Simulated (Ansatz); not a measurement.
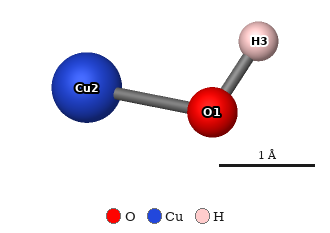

**Figure 1.** The input geometry of the first run (ball-and-stick view, seen at a tilt; atoms are numbered from 1 in the order of the input). Sticks mark near contacts. Bond lengths as drawn: Cu–O 1.54 Å and H–O 0.90 Å.

# Two runs on CuHO

System: CuHO, SMILES [OH][Cu].
Method of the first run: RKS PBE-D4/def2-TZVP (Ansatz 0.2.0).

Text and figures count atoms from 1; the logs count them from 0 in places.

## Input, the first run
```yaml
crystal:
  periodic: [false, false, false]
  atoms:
    - { symbol: O, position_ang: [-0.336518, -0.452452, -0.241714] }
    - { symbol: Cu, position_ang: [0.941857, -0.054087, 0.510854] }
    - { symbol: H, position_ang: [-0.783737, 0.308251, -0.391219] }
basis:
  gaussian: { orbitals: def2-TZVP }
hamiltonian:
  xc: pbe
  dispersion: d4
output:
  forces: true
```

Launched with:
```bash
ansatz run input.yaml --threads 1 --pin off --max-ram 2560MiB --backend cpu --events-out ev --progress --plain --runs-dir out
```

Hardware: 1 thread of Arm Neoverse N1, 98 GiB of memory available, shared host.

## Output (the first run)
```
Engine: ansatz 0.2.0, aarch64-unknown-linux-gnu
Functional definition: PBE
  parameter kappa = 0.804
  parameter beta = 0.06672455060314922
  exchange = pbe_x(kappa = kappa, mu = beta*pi^2/3)
  correlation = pbe_c(beta = beta)
648 factors; their error is unknown
mean field evaluation 1: about -46683.5245 eV, gradient 8.7e1 eV
mean field evaluation 2: about -46492.2377 eV, gradient 3.8e2 eV
mean field evaluation 4: about -46690.5906 eV, gradient 6.8e1 eV
mean field evaluation 8: about -46694.8770 eV, gradient 1.1e-1 eV
mean field evaluation 16: about -46694.8478 eV, gradient 7.1e-4 eV
mean field -46694.84780947 eV, -1716.0040060934 hartree, gradient 1.1e-5 eV, S^2 0.000000; 0 other end points of the search recorded, 0 dependent functions left out
the calculation of the forces begins
reference -46694.84785051 eV, -1716.0040076015 hartree; 19, 19 occupied and 63, 63 virtual orbitals, 648 factors
Total energy: -46694.87427259 eV, -1716.0049785951 hartree
Atom 0 at    -0.336518    -0.452452    -0.241714 Å, force    -4.999637    -6.369069    -3.551367 eV/Å
Atom 1 at     0.941857    -0.054087     0.510854 Å, force     8.002367     2.174350     4.670558 eV/Å
Atom 2 at    -0.783737     0.308251    -0.391219 Å, force    -3.002731     4.194719    -1.119191 eV/Å
Dipole moment:     0.364354     0.343224     0.243524 e Å
```

The input of the second run differs as follows (lines with − go, lines with + come):
```diff
-    - { symbol: Cu, position_ang: [0.941857, -0.054087, 0.510854] }
-    - { symbol: H, position_ang: [-0.783737, 0.308251, -0.391219] }
+    - { symbol: Cu, position_ang: [1.515295, 0.124607, 0.848431] }
+    - { symbol: H, position_ang: [-0.760252, 0.268303, -0.383368] }
```

How does the second run compare with the first run?

With the same method and basis, the second run lies 5.2 kcal/mol higher. The largest force goes from 9.517 to 10.588 eV/Å. On the same kind of shared host the second run took about 2.2 times as long.

## Output (the second run)
```
Engine: ansatz 0.2.0, aarch64-unknown-linux-gnu
Functional definition: PBE
  parameter kappa = 0.804
  parameter beta = 0.06672455060314922
  exchange = pbe_x(kappa = kappa, mu = beta*pi^2/3)
  correlation = pbe_c(beta = beta)
648 factors; their error is unknown
mean field evaluation 1: about -46682.0261 eV, gradient 9.1e1 eV
mean field evaluation 2: about -46477.3128 eV, gradient 3.0e2 eV
mean field evaluation 4: about -46694.3276 eV, gradient 1.6e1 eV
mean field evaluation 8: about -46694.6498 eV, gradient 1.8e-1 eV
mean field evaluation 16: about -46694.6183 eV, gradient 4.5e-3 eV
mean field evaluation 32: about -46688.3862 eV, gradient 4.8e0 eV
mean field -46694.61829889 eV, -1715.9955717351 hartree, gradient 1.2e-5 eV, S^2 0.000000; 3 other end points of the search recorded, 0 dependent functions left out
the calculation of the forces begins
reference -46694.61833520 eV, -1715.9955730693 hartree; 19, 19 occupied and 63, 63 virtual orbitals, 648 factors
Total energy: -46694.64967535 eV, -1715.9967247988 hartree
Atom 0 at    -0.336518    -0.452452    -0.241714 Å, force     6.775999    -7.655052     2.754466 eV/Å
Atom 1 at     1.515295     0.124607     0.848431 Å, force    -2.167850    -0.583868    -1.264605 eV/Å
Atom 2 at    -0.760252     0.268303    -0.383368 Å, force    -4.608149     8.238919    -1.489861 eV/Å
Dipole moment:     0.670170     0.454471     0.425571 e Å
```

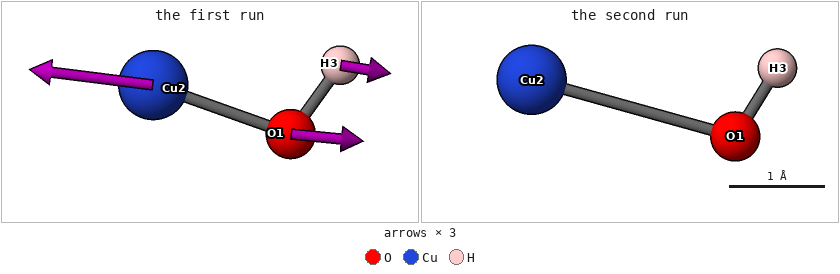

**Figure 2.** The two input geometries at one scale (ball-and-stick view, seen at a tilt). The pink arrows on the first give the shifts of the atoms after the best rigid fit, magnified 3 times. Cu2 moves most after the best rigid fit: 0.44 Å. By element the largest moves are Cu 0.44 Å, O 0.26 Å, H 0.18 Å. Among the contacts that change: O1–Cu2 1.536 → 2.225 Å, O1–H3 0.895 → 0.848 Å.

## The two runs side by side

| quantity | the first run | the second run |
| --- | --- | --- |
| outcome | converged | converged |
| total energy (hartree) | −1716.004979 | −1715.996725 |
| largest force (eV/Å) | 9.517 | 10.588 |
| basis functions | 82 | 82 |
| wall time (shared host) | 2.4 s | 5.4 s |
